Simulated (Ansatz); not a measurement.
Redistribution: BH2I + BH(CH3)(OH) → BH2(OH) + BH(CH3)I

Species: BH2I `BI`, singlet; BH(CH3)(OH), singlet; BH2(OH), singlet; BH(CH3)I, singlet. The partners trade I for OH; both sit on B, so the bond types are kept.

Shapes, held fixed at every level: PBE0-D4/def2-TZVP. Flexible molecules stand in one conformer, not always the lowest. Programs: Ansatz 0.2.0. The zero-point and thermal change to 298 K, harmonic and unscaled (PBE0-D4/def2-TZVP), is +0.7 kJ/mol.

| level | kind | ΔH(298 K) (kJ/mol) | less CCSD(T)/def2-TZVPP | CPU time (sum over the molecules) |
| --- | --- | --- | --- | --- |
| SPW92/def2-TZVPP | LDA | -2.6 | -1.4 | 6 s |
| BHLYP-D4/def2-TZVPP | global hybrid | -2.7 | -1.5 | 11 s |
| PBE0-D4/def2-TZVPP | global hybrid | -2.8 | -1.6 | 9.3 s |
| B2PLYP/def2-TZVPP | double hybrid | -1.6 | -0.4 | 17 s |
| CCSD(T)/def2-SVP | coupled cluster or CI | -1.1 | +0.1 | 10 s |
| CCSD/def2-TZVPP | coupled cluster or CI | -0.6 | +0.6 | – |
| CCSD(T)/def2-TZVPP | coupled cluster or CI | -1.2 | 0.0 | 1.8 min |

The highest level, CCSD(T)/def2-TZVPP, gives ΔH(298 K) = -1.2 kJ/mol; the levels span -2.8 to -0.6. That is about zero within the method's error. The column of differences is taken from that level and isn't an error. No measured value is set beside it here. For atoms past krypton def2 sets carry core potentials with scalar relativity. Outer-core shells of I are correlated, in sets that cover them unevenly. Times are processor times on shared x86 and Arm servers, and rough.

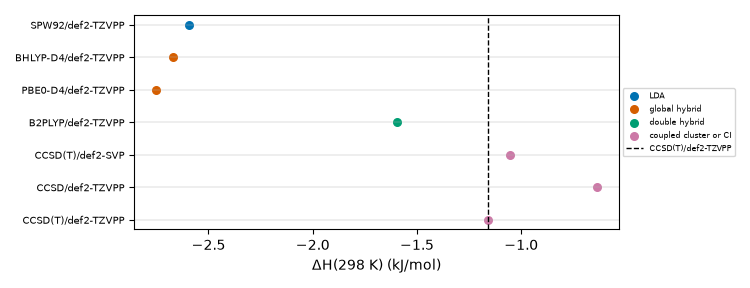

The values of the table, level by level.
